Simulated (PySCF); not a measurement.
## Frequency calculation, with input and output: BF3

The run: frequency calculation of BF3. Method and program: RKS PBE0-D4/def2-TZVP, density fitting (PySCF 2.14.0).

The geometry comes from this level: PBE0-D4/def2-TZVP.

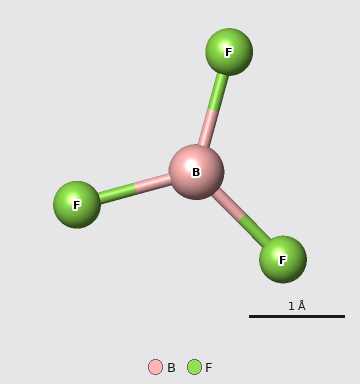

Fig. 1: The structure as given in the input (ball-and-stick view, seen on its broad side). Bond lengths as drawn: B–F 1.31 Å.

## Results in brief

```json
{"quantity": "outcome", "value": "converged"}
{"quantity": "total energy", "value": "−8827.1264 eV"}
{"quantity": "hardware", "value": "4 threads of Arm Neoverse V1, 23 GiB of memory available, shared host"}
{"quantity": "wall time", "value": "48 s (CPU time 2.9 min)"}
{"quantity": "peak memory", "value": "1.6 GiB"}
```

## The input
```python
import json, numpy as np
from pyscf import gto, scf, dft, mp, cc
EV, BOHR = 27.211386245988, 0.529177210903
mol = gto.M(atom="""
B -0.007863 -1.087264 -0.030473
F -1.047322 -1.029681 -0.827548
F -0.179006 -1.114051 1.269263
F 1.202772 -1.118494 -0.532988
""", basis="def2-tzvp", charge=0, spin=0, max_memory=8670, verbose=0)
def mean_field(mol, dm=None):
    mf = dft.RKS(mol, xc="pbe0").density_fit()
    mf.conv_tol = 1e-9; mf.grids.level = 4
    mf.kernel(dm0=dm)
    if not mf.converged: mf = mf.newton().run(mf.mo_coeff, mf.mo_occ)
    assert mf.converged
    return mf
def d4(mol):
    from pyscf.dispersion.dftd4 import DFTD4Dispersion
    real = gto.M(atom=[(mol.atom_pure_symbol(i), mol.atom_coord(i)) for i in range(4)], unit='B', charge=mol.charge, spin=None, basis='def2-svp', verbose=0)
    r = DFTD4Dispersion(real, xc="pbe0", atm=True).get_dispersion(grad=True); return r["energy"], r["gradient"]
def energy_and_gradient(mol, dm=None):
    mf = mean_field(mol, dm); e, g = d4(mol)
    return mf, (mf.e_tot + e) * EV, (mf.nuc_grad_method().kernel()[:4] + g) * EV / BOHR
out = {}
from pyscf.hessian import thermo
mf = mean_field(mol); n = mol.natm; h = mf.Hessian().kernel(); x0 = mol.atom_coords()
for i in range(n):
    for a in range(3):
        g = []
        for s in (1, -1):
            x = x0.copy(); x[i, a] += s * 0.005; g.append(d4(mol.set_geom_(x, unit='B', inplace=False))[1])
        h[i, :, a, :] += (g[0] - g[1]) / 0.01
for i in range(n): h[i, i] -= h[i].sum(0)  # translational sum rule: the analytic Hessian lacks the grid's response
w = thermo.harmonic_analysis(mol, h, imaginary_freq=False)['freq_wavenumber']; r = w[w > 0] * 1.239842e-4; T = [298.15, 498.15, 698.15, 898.15]
print("Vibrations: " + " ".join(f"{a:.2f}" for a in w) + f" cm⁻¹, zero-point energy {r.sum() / 2:.6f} eV")
A = [r.sum() / 2 + 8.617333e-5 * t * np.log(1 - np.exp(-r / 8.617333e-5 / t)).sum() for t in T]
out.update(energy=(mf.e_tot + d4(mol)[0]) * EV, converged=True, hessian=(h.transpose(0, 2, 1, 3).reshape(3 * n, -1) * EV / BOHR**2).round(5).tolist(), temperatures=T, free_energy=A)
out['s2'] = mf.spin_square()[0]; out['nelec'] = mol.nelec
print(f"Total energy {out['energy']:.6f} eV, <S^2> {out['s2']:.4f}")
json.dump(out, open("out.json", "w"), default=float)
```

Command:
```bash
OMP_NUM_THREADS=4 python run.py
```

## Output
```
Vibrations: 474.93 474.95 690.36 896.82 1486.95 1487.30 cm⁻¹, zero-point energy 0.341658 eV
Total energy -8827.126360 eV, <S^2> 0.0000
```

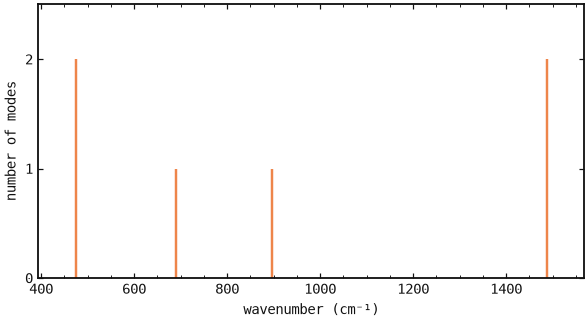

Fig. 2: Harmonic vibrational wavenumbers from the force constants; neighbouring modes closer than 5 cm⁻¹ are counted in one stick. 6 modes from 475 to 1487 cm⁻¹, none imaginary.
